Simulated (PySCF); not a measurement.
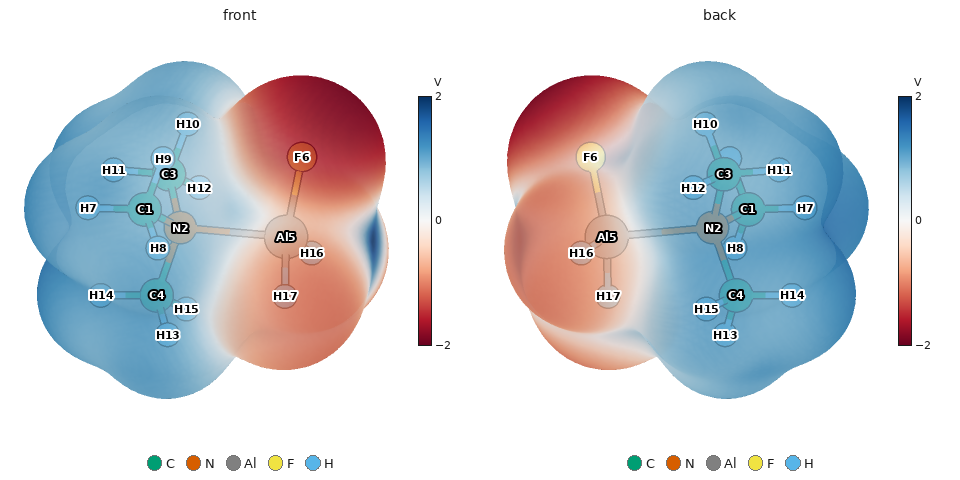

C3H11AlFN (SMILES C[N+](C)(C)[AlH2-][F]). The molecular electrostatic potential painted on the density surface at 0.002 e/bohr³, seen from the front and from behind; the colour scale runs from red (negative) to blue (positive).

Geometry: GFN2-xTB.

Level of theory: B3LYP/def2-SVPD, SCF density, gas phase in PySCF 2.14.0.

```xyz
17

C     0.1662    1.1198    1.0061
N    -0.1295    0.0736    0.0406
C    -0.7846    0.6245   -1.1349
C    -0.9577   -0.9559    0.6458
Al    1.6253   -0.8442   -0.5280
F     2.4321    0.4720   -1.1371
H    -0.7474    1.5851    1.3907
H     0.7308    0.6885    1.8333
H     0.7871    1.8783    0.5309
H    -0.1426    1.3839   -1.5797
H    -1.7550    1.0677   -0.8883
H    -0.9243   -0.1721   -1.8657
H    -0.4302   -1.3789    1.4993
H    -1.9249   -0.5605    0.9723
H    -1.1165   -1.7526   -0.0791
H     1.0601   -1.8480   -1.5660
H     2.1041   -1.3692    0.8498
```

### Where is the surface potential most negative and most positive?

The most negative region (about −1.9 V) lies over F6, the most positive (about +1.5 V) over Al5, H7, H11 and H14.

### What dipole moment does the calculation give?

Its dipole moment is 5.29 D.
